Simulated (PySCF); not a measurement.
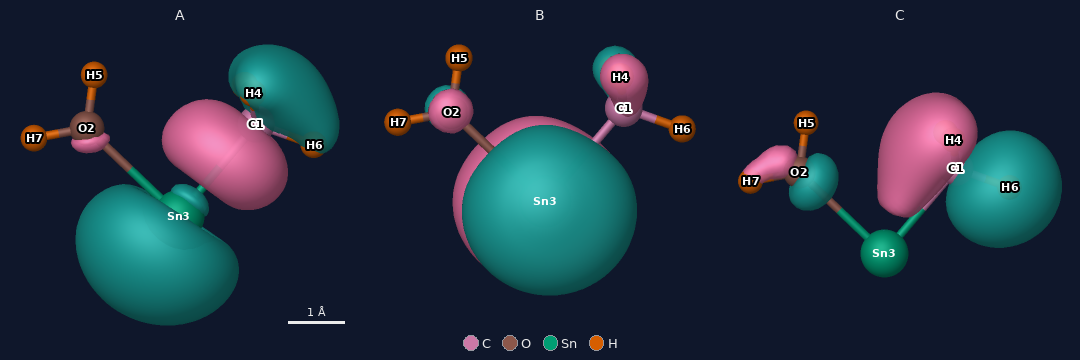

Figure. CH$_{5}$OSn (SMILES [CH3][Sn][OH2+]) (charge +1). Three frontier orbitals at ±0.1 Å⁻³ᐟ² (teal and pink are the two phases), in no order.

Geometry: PBE0-D3(BJ)/def2-SVP; core potentials replace the inner electrons of Sn.

These are results of Gaussian-basis quantum chemistry of an isolated molecule with PySCF, energy and nuclear gradient, functional PBE0 in PySCF 2.14.0, not measurements.

Input file:

```
import pyscf.grad
from pyscf import gto, dft

mol = gto.M(
    atom='''
C      1.151122    -0.555153     0.654564
O     -0.752947     0.198781    -1.608651
Sn    -0.764019     0.442257     0.671629
H      1.887058     0.019260     0.065342
H     -0.054428    -0.218767    -2.136361
H      1.539472    -0.657394     1.680315
H     -1.446626     0.496847    -2.216709
H      1.064048    -1.565608     0.218660
''',
    basis='def2-tzvpd',
    verbose=3,
    charge=1,
    ecp={'Sn': 'def2-svp'},
    max_memory=3720,
)

mf = dft.RKS(mol, xc='pbe0')
mf = mf.density_fit(auxbasis='def2-universal-jkfit')
mf.max_cycle = 100
mf.conv_tol = 1e-09
mf.grids.level = 3
mf.kernel()
if not mf.converged:
    mf = mf.newton().run(mf.mo_coeff, mf.mo_occ)

e_final = mf.e_tot
print('Final energy', e_final)
grad = mf.Gradients().kernel()
mf.analyze()
```

Command:

```sh
OMP_NUM_THREADS=2 python input.py
```

Order the three orbitals by energy and name them.

C is the HOMO−1 (−15.61 eV). Its weight (Hirshfeld) is mainly on C1 (about 45 %), H6 (about 25 %), Sn3 (about 10 %), H4 (about 5 %) and H8 (about 5 %). A is the HOMO (−11.94 eV). Its weight (Hirshfeld) is mainly on Sn3 (about 55 %) and C1 (about 35 %). B is the LUMO (−7.58 eV). Its weight (Hirshfeld) is mainly on Sn3 (about 90 %).

What is the HOMO–LUMO gap?

4.36 eV between the orbital energies.
